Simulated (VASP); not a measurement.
Band structure of MgSe (rock salt). All values below come from r2SCAN meta-GGA with spin-orbit coupling, VASP's PBE PAW potentials (set 64) (plane waves; VASP 6.6.1).

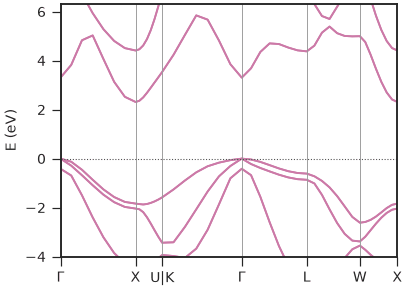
Figure: Bands along high-symmetry lines, zero at the valence-band maximum or, without a gap, the Fermi level

Q: Read the plot: is there a gap, and where are the band edges?

A: The gap is indirect, 2.31 eV, from the valence maximum at Γ to the conduction minimum at X.

The compound is MgSe in the rock salt structure. It was relaxed first.
